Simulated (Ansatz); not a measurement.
# AlH− (quartet): from Hartree-Fock to the top rungs, aug-cc-pVTZ

How much of the correlation energy of AlH− (quartet) does each wave-function method recover here?

Computed with Ansatz 0.2.0, Gaussian basis. Level: aug-cc-pVTZ, core rule «outside noble gas», up to 5 orbitals frozen.

The runs, in order: UHF; CCSD(T) on ROHF; CCSD(T) on UHF; BCCD(T) on ROHF; CCSDT(Q) on ROHF; CCSDT(Q) on UHF; CASSCF and MRCISD+Q, 5 electrons in 5 orbitals; CASSCF and NEVPT2, 5 electrons in 5 orbitals.

9 further runs of the same task are left out: 2 for a known fault of the program, 2 that didn't finish, 5 set aside as unsound or not needed.

## Step 1: The geometry

The geometry is a PBE0/def2-TZVPD stationary point (not a proven minimum) of the parent state, kept for this charge and spin.

2 atoms, charge -1, spin multiplicity 4.

Atoms are counted from 1 here; the program's logs count them from 0.

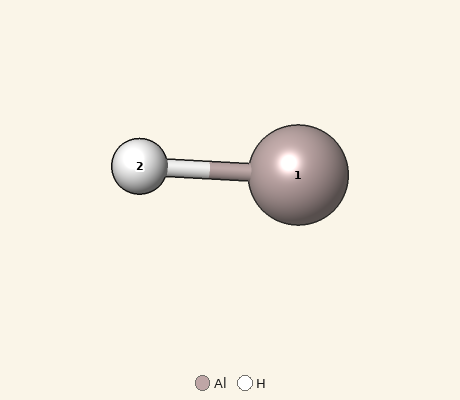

The geometry (aluminium light grey, hydrogen white); atoms are numbered from 1 in the order of the file.

As a file:

```xyz
2

Al    0.0000    0.0000    0.0000
H     0.0000    0.0000    1.7061
```

## Step 2: UHF

The input, in.yaml:

```yaml
crystal:
  periodic: [false, false, false]
  atoms:
    - {symbol: Al, position_ang: [0.000000, 0.000000, 0.000000]}
    - {symbol: H, position_ang: [0.000000, 0.000000, 1.706067]}
basis:
  gaussian: {orbitals: aug-cc-pVTZ}
total_charge: -1
magnetization: {spin_polarized: true, initial_magnetization: 3}
hamiltonian: {xc: hf}
output: {orbitals: {seedname: orbitals}}
```

Started as:

```bash
$ ansatz run in.yaml --threads 1 --pin off --events-out ev --progress --plain --max-ram 4096MiB --backend cpu
```

After this run come: CCSD(T) on ROHF; CCSD(T) on UHF; BCCD(T) on ROHF; CCSDT(Q) on ROHF; CCSDT(Q) on UHF; CASSCF and MRCISD+Q, 5 electrons in 5 orbitals; CASSCF and NEVPT2, 5 electrons in 5 orbitals.

Q: Predict the results of all the runs planned. Wanted: UCCSDT(Q) below the RHF energy; RMP2 from UCCSDT(Q); UMP2 from UCCSDT(Q); RCCSD from UCCSDT(Q); RCCSD(T) from UCCSDT(Q); UCCSD(T) from UCCSDT(Q); RCCSDT(Q) from UCCSDT(Q); NEVPT2 valence from UCCSDT(Q); MRCISD+Q valence from UCCSDT(Q).

As calculated:

| quantity | value |
| --- | --- |
| UCCSDT(Q) below the RHF energy | -2.0365 eV |
| RMP2 from UCCSDT(Q) | +557.2 meV |
| UMP2 from UCCSDT(Q) | +552.1 meV |
| RCCSD from UCCSDT(Q) | +105.6 meV |
| RCCSD(T) from UCCSDT(Q) | +29.4 meV |
| UCCSD(T) from UCCSDT(Q) | +28.2 meV |
| RCCSDT(Q) from UCCSDT(Q) | +1.4 meV |
| NEVPT2 valence from UCCSDT(Q) | +580.5 meV |
| MRCISD+Q valence from UCCSDT(Q) | +35.3 meV |
| levels within 1 kcal/mol (43 meV) | RCCSD(T), UCCSD(T), BCCD(T), RCCSDT, UCCSDT, RCCSDT(Q), MRCISD+Q valence |
| T1 diagnostic | 0.036 |
| effectively unpaired electrons | 3.01 |

**Reading.** RCCSD(T) misses by +29.4 meV, 1.4 % of the correlation energy. One determinant dominates. Of the multireference levels listed MRCISD+Q valence comes nearest in total energy (+35.3 meV), which doesn't show that its space is the better one. These misses are within one basis, not against nature; the frozen cores of restricted and unrestricted runs differ, which can shift their rows.
